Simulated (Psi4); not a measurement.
# singlet [BH2]−: levels of theory compared

We compute a comparison of 6 runs (HF/def2-TZVPPD, CAM-B3LYP/def2-TZVPPD, TPSS/def2-TZVPPD, r2SCAN/def2-TZVPPD, MP3/def2-TZVPPD, CCSD(T)/def2-TZVPPD) of singlet [BH2]−. 

The calculation is run with Psi4 1.11.

1 further run of the same task is left out (set aside as unsound or not needed).

## 1. The molecule

The species is [BH2]− (3 atoms), meant as a singlet with charge -1. As SMILES of the parent species, `[BH2]`. The coordinates come from a PBE0-D4/def2-TZVP relaxation. That shape belongs to the parent species and isn't relaxed for this state.

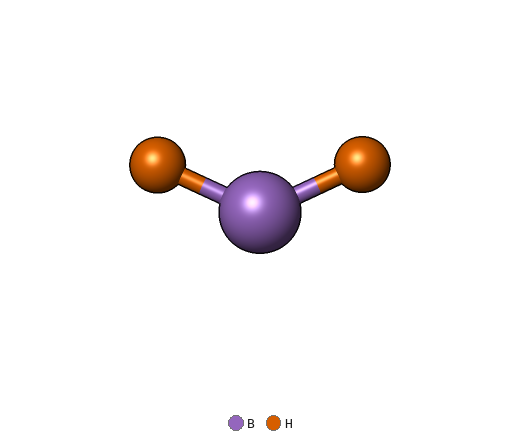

Viewed from a chosen angle; boron purple, hydrogen orange.

## 2. Energy and forces at HF/def2-TZVPPD (run 1)

Input file calc.py:

```python
import psi4

psi4.set_memory('2200 MB')
psi4.set_num_threads(1)
psi4.set_output_file('psi4.out', False)

molecule = psi4.geometry("""
-1 1
B
H 1 1.191276
H 1 1.191277 2 129.39731
symmetry c1
""")

psi4.set_options({
    'basis': 'def2-TZVPPD',
    'puream': True,
    'e_convergence': 1e-09,
    'd_convergence': 1e-08,
    'scf_type': 'pk',
})

result, w = psi4.gradient("hf", molecule=molecule, return_wfn=True)
psi4.oeprop(w, "WIBERG_LOWDIN_INDICES", "DIPOLE", "MULLIKEN_CHARGES", title="HF")
print('gradient / Eh bohr^-1')
print(result.np.round(6))
print(f'energy = {w.energy():.10f} Eh')
```

On the command line:

```
$ python calc.py
```

psi4.out:

```text
[...]
  Running in c1 symmetry.
[...]
  Nuclear repulsion =    4.687774114659945
[...]
  Multiplicity = 1
[...]
  Nalpha       = 4
  Nbeta        = 4
[...]
    Number of basis functions: 71
[...]
   @RHF iter   1:   -25.65151224764527   -6.00193e-01   3.05202e-03 DIIS/ADIIS
[...]
   @RHF iter  11:   -25.70715828931869   -2.35758e-11   5.64078e-09 DIIS
[...]
  @RHF Final Energy:   -25.70715828931869
   => Energetics <=
    Nuclear Repulsion Energy =              4.6877741146599448
    One-Electron Energy =                 -44.6555857130047116
    Two-Electron Energy =                  14.2606533090260736
    Total Energy =                        -25.7071582893186914
[...]
  -Total Gradient:
     Atom            X                  Y                   Z
    ------   -----------------  -----------------  -----------------
       1       -0.036815946263    -0.017404328866     0.000000029121
       2        0.019505109022     0.006381544430    -0.000000014561
       3        0.017310837241     0.011022784436    -0.000000014561
[...]
 Multipole Moments:
 ------------------------------------------------------------------------------------
     Multipole            Electronic (a.u.)      Nuclear  (a.u.)        Total (a.u.)
 ------------------------------------------------------------------------------------
 L = 1.  Multiply by 2.5417464519 to convert [e a0] to [Debye]
 Dipole X            :         -0.5419059           -0.7973874           -1.3392933
 Dipole Y            :         -0.2561749           -0.3769453           -0.6331202
 Dipole Z            :          0.0000003            0.0000000            0.0000003
 Magnitude           :                                                    1.4814006
[...]
```

Standard output:

```text
gradient / Eh bohr^-1
[[-0.036816 -0.017404  0.      ]
 [ 0.019505  0.006382 -0.      ]
 [ 0.017311  0.011023 -0.      ]]
energy = -25.7071582893 Eh
```

Run time: 6.6 s. Hardware: 1 thread of Intel Xeon at 2.50GHz (Skylake/Cascade Lake), shared host; peak memory 0.24 GiB.

## 3. Energy and gradient at CAM-B3LYP/def2-TZVPPD (run 2)

Input file bh2.inp:

```
memory 2200 mb

molecule {
  -1 1
  B      0.265070    -0.167660     0.129730
  H      0.292070     1.014920     0.270850
  H     -0.557150    -0.847260    -0.400590
  symmetry c1
}

set basis def2-TZVPPD
set puream true
set e_convergence 1e-09
set d_convergence 1e-08
set scf_type pk
set dft_radial_points 99
set dft_spherical_points 590

e_tot, wfn = gradient("cam-b3lyp", return_wfn=True)
oeprop(wfn, "WIBERG_LOWDIN_INDICES", "LOWDIN_CHARGES", "MAYER_INDICES")
```

On the command line:

```
$ psi4 -n 1 bh2.inp bh2.out
```

bh2.out:

```text
[...]
  Running in c1 symmetry.
[...]
  Nuclear repulsion =    4.687773207578663
[...]
  Multiplicity = 1
[...]
  Nalpha       = 4
  Nbeta        = 4
[...]
    Number of basis functions: 71
[...]
   @RKS iter   1:   -25.76290101342847   -4.15236e-01   5.52557e-03 ADIIS/DIIS
[...]
   @RKS iter  11:   -25.90883823389669   -1.09424e-11   3.82837e-09 DIIS
[...]
    Orbital Energies [Eh]
    ---------------------
    Doubly Occupied:
       1A     -6.585759     2A     -0.321772     3A     -0.194217
       4A      0.031951
[...]
  @RKS Final Energy:   -25.90883823389669
   => Energetics <=
    Nuclear Repulsion Energy =              4.6877732075786627
    One-Electron Energy =                 -44.7556393488497974
    Two-Electron Energy =                  17.5545210445652806
    DFT Exchange-Correlation Energy =      -3.3954931371908370
    Empirical Dispersion Energy =           0.0000000000000000
    VV10 Nonlocal Energy =                  0.0000000000000000
    Total Energy =                        -25.9088382338966881
[...]
  -Total Gradient:
     Atom            X                  Y                   Z
    ------   -----------------  -----------------  -----------------
       1       -0.033357600104     0.019059985736     0.000000009499
       2        0.017772032707    -0.007616832151    -0.000000004750
       3        0.015585584622    -0.011443163426    -0.000000004750
[...]
```

Run time: 22 s. Hardware: 1 thread of Intel Xeon at 2.50GHz (Skylake/Cascade Lake), shared host; peak memory 0.63 GiB.

Runs 3 to 5 aren't shown in full; the table further down has their settings and results.

## 4. A single-point energy at CCSD(T)/def2-TZVPPD (run 6)

Input file calc.py:

```python
import psi4

psi4.set_memory('2200 MB')
psi4.set_num_threads(1)
psi4.core.set_output_file('bh2.out', False)

mol = psi4.geometry("""
-1 1
B      0.265070    -0.167660     0.129730
H      0.292070     1.014920     0.270850
H     -0.557150    -0.847260    -0.400590
symmetry c1
""")

psi4.set_options({
    'puream': True,
    'e_convergence': 1e-09,
    'd_convergence': 1e-08,
    'scf_type': 'pk',
    'num_frozen_docc': 1,
})

energy_value, wavefunction = psi4.energy('ccsd(t)/def2-TZVPPD', molecule=mol, return_wfn=True)
print(f'total energy {energy_value:.8f} hartree = {energy_value * 27.211386:.5f} eV')
```

On the command line:

```
$ python calc.py
```

bh2.out:

```text
[...]
  Running in c1 symmetry.
[...]
  Nuclear repulsion =    4.687773207578663
[...]
  Multiplicity = 1
[...]
  Nalpha       = 4
  Nbeta        = 4
[...]
    Number of basis functions: 71
[...]
   @RHF iter   1:   -25.65151217923840   -6.00193e-01   3.05202e-03 DIIS/ADIIS
[...]
   @RHF iter  11:   -25.70715829757556   -2.36149e-11   5.64151e-09 DIIS
[...]
    Orbital Energies [Eh]
    ---------------------
    Doubly Occupied:
       1A     -7.370366     2A     -0.428506     3A     -0.274455
       4A      0.006187
[...]
  @RHF Final Energy:   -25.70715829757556
   => Energetics <=
    Nuclear Repulsion Energy =              4.6877732075786627
    One-Electron Energy =                 -44.6555840581497137
    Two-Electron Energy =                  14.2606525529954880
    Total Energy =                        -25.7071582975755604
[...]
 Multipole Moments:
 ------------------------------------------------------------------------------------
     Multipole            Electronic (a.u.)      Nuclear  (a.u.)        Total (a.u.)
 ------------------------------------------------------------------------------------
 L = 1.  Multiply by 2.5417464519 to convert [e a0] to [Debye]
 Dipole X            :         -0.5204414           -0.7658046           -1.2862461
 Dipole Y            :          0.2973673            0.4375592            0.7349265
 Dipole Z            :          0.0000003           -0.0000000            0.0000003
 Magnitude           :                                                    1.4814000
[...]
      * MP2 total energy                      =  -25.826985354984188
[...]
      * CCSD total energy                     =  -25.850189803897276
[...]
      * CCSD(T) total energy                  =  -25.855235375141987
```

Standard output:

```text
total energy -25.85523538 hartree = -703.55679 eV
```

Run time: 73 s. Hardware: 1 thread of Intel Xeon at 2.50GHz (Skylake/Cascade Lake), shared host; peak memory 0.5 GiB.

## 5. The series

| run | level | integration grid | task | energy (Eh) | HOMO energy (eV) | LUMO energy (eV) | HOMO–LUMO gap (eV) | wall time |
| --- | --- | --- | --- | --- | --- | --- | --- | --- |
| 1 | HF/def2-TZVPPD | – | gradient | -25.707158 | 0.17 | 5.31 | 5.15 | 6.6 s |
| 2 | CAM-B3LYP/def2-TZVPPD | 99 radial × 590 angular | gradient | -25.908838 | 0.87 | 4.60 | 3.73 | 22 s |
| 3 | TPSS/def2-TZVPPD | 99 radial × 590 angular | gradient | -25.939310 | 2.71 | 3.34 | 0.63 | 39 s |
| 4 | r2SCAN/def2-TZVPPD | 99 radial × 590 angular | gradient | -25.902289 | 2.65 | 3.45 | 0.80 | 34 s |
| 5 | MP3/def2-TZVPPD | – | energy | -25.845868 | 0.17 | 5.31 | 5.15 | 12 s |
| 6 | CCSD(T)/def2-TZVPPD | – | energy | -25.855235 | 0.17 | 5.31 | 5.15 | 73 s |

## 6. Summary of results

```
                                                    quantity         value
                                         run 6: total energy  -25.85524 Eh
                  run 6: HOMO energy (Hartree–Fock orbitals)       0.17 eV
                  run 6: LUMO energy (Hartree–Fock orbitals)       5.31 eV
run 6: HOMO–LUMO gap (to an unbound level, set by the basis)       5.15 eV
           run 6: correlation energy (1 core orbital frozen)    -148.1 mEh
                                       run 6: (T) correction     -5.05 mEh
                                        run 6: T1 diagnostic         0.012
```

Below the HF energy at the same shape and in the same basis (def2-TZVPPD): MP3 -138.7 mEh; CCSD(T) -148.1 mEh. Over runs 1, 2, 3, 4 the HOMO–LUMO gap runs from 0.63 eV (TPSS/def2-TZVPPD) to 5.15 eV (HF/def2-TZVPPD). Exact exchange widens orbital gaps. The empty levels of an anion lie above zero and hang on the basis. Totals of different functionals can't be ranked against each other. In runs 1, 2, 3, 4, 5, 6 the HOMO lies above zero, so the outermost electron may be held by the basis alone. All runs together took 3.1 min, the longest 73 s.
